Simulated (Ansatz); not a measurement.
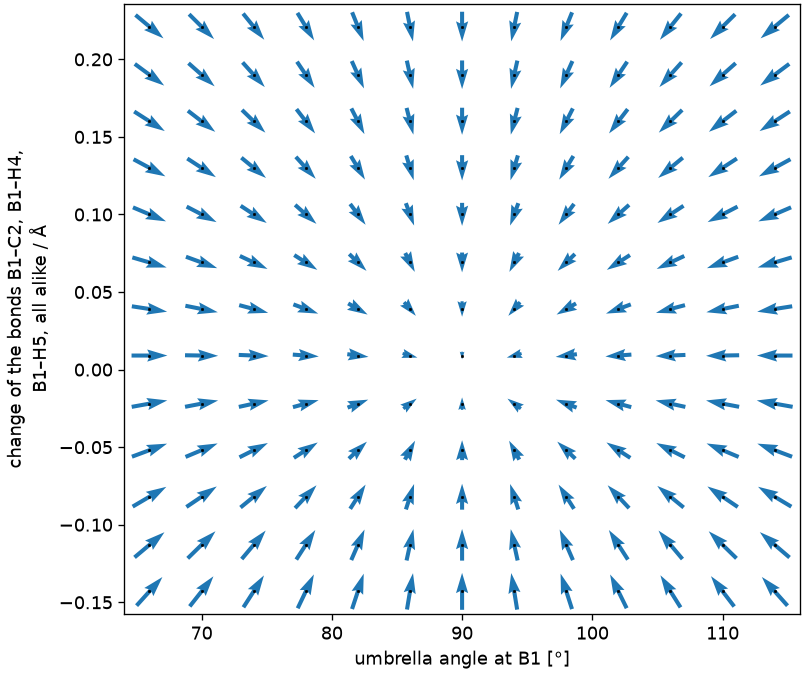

CH3BF, SMILES B[CH]F, spin multiplicity 2. The first coordinate is: umbrella angle at B1 (between each of its bonds and their common axis; 90 is planar); the second: change of the bonds B1–C2, B1–H4, B1–H5, all alike. Nothing is relaxed (all other coordinates rigid). The scan uses a 13 × 13 grid; 91 points were computed and 78 follow by symmetry. Points are written as (first, second). Theory: UKS PBE0-D4/def2-TZVP (Ansatz 0.2.0).

Drawn: dots at the grid points, arrows along the force (downhill), their lengths compressed.

### The arrows alone are given. Where is the energy lowest?

The arrows converge at about (90°, 0.000 Å) (read from the interpolated surface).

The energy map of the same scan:

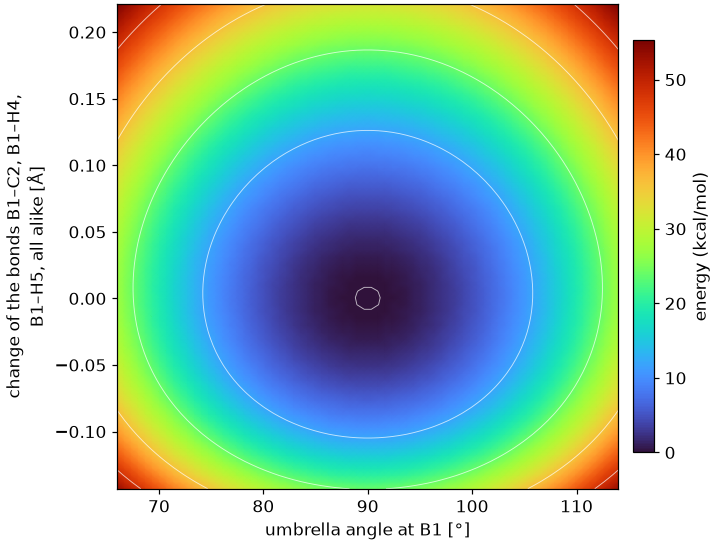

Energies are in kcal/mol, from the lowest grid point; between grid points the surface is interpolated.
